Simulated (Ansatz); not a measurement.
Consider FH3OSi···H2···HF.

Input file:

```
crystal:
  periodic: [false, false, false]
  atoms:
    - {symbol: Si, position_ang: [1.499659, 0.232372, 0.194113]}
    - {symbol: H, position_ang: [-2.367309, 0.728802, -1.557703]}
    - {symbol: H, position_ang: [1.838181, -0.577830, -0.995728]}
    - {symbol: H, position_ang: [2.615071, 1.047847, 0.703837]}
    - {symbol: O, position_ang: [0.236447, 1.219271, -0.036114]}
    - {symbol: H, position_ang: [-0.574788, -1.389469, 1.143299]}
    - {symbol: F, position_ang: [1.135604, -0.853247, 1.342328]}
    - {symbol: H, position_ang: [-2.410091, 0.127692, -1.113688]}
    - {symbol: F, position_ang: [-1.378442, -1.388185, 0.673986]}
    - {symbol: H, position_ang: [-0.594330, 0.852745, -0.354332]}
basis:
  gaussian: {orbitals: def2-TZVPP}
hamiltonian: {xc: pbe0, dispersion: d4}
output: {orbitals: {seedname: orbitals}}
```

Launched as:

```sh
ansatz run in.yaml --threads 4 --pin off --events-out ev --progress --plain --max-ram 9574MiB
```

The product side of a reaction path; geometry: PBE0-D4/def2-TZVP.

The calculation used RKS PBE0-D4/def2-TZVPP in Ansatz 0.2.0.

Q: What will maps of the electron density and electron localisation function show?

A: Si–O (1.62 Å): ρ is about 1.3 e/Å³ halfway; the ELF peaks at about 0.85 between the atoms; a polar covalent bond.
Si–F (1.62 Å): ρ is about 1.1 e/Å³ halfway; the ELF peaks at about 0.85 in the valence shell of F, 0.6 Å from its nucleus, and is about 0.50 at the midpoint.

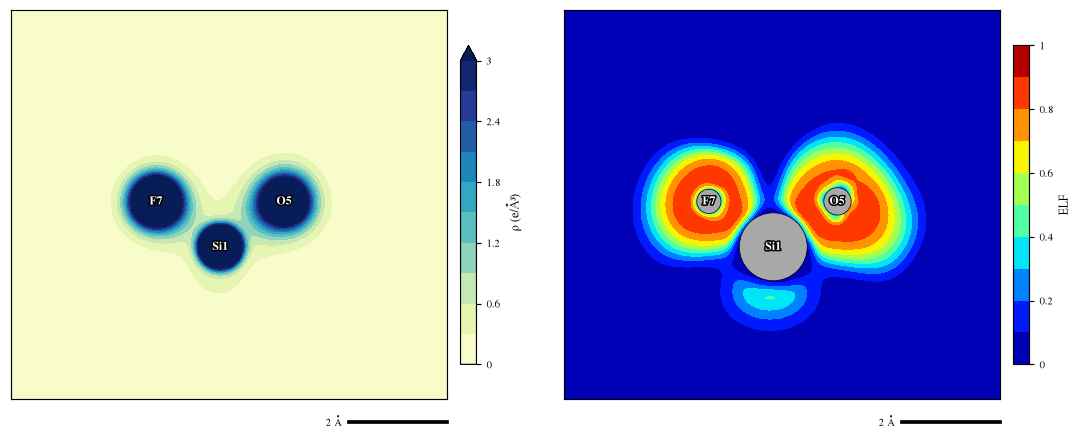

Computed electron density and electron localisation function on the plane of atoms O5, Si1 and F7, in this order. Grey discs cover the atomic cores in the ELF map. 
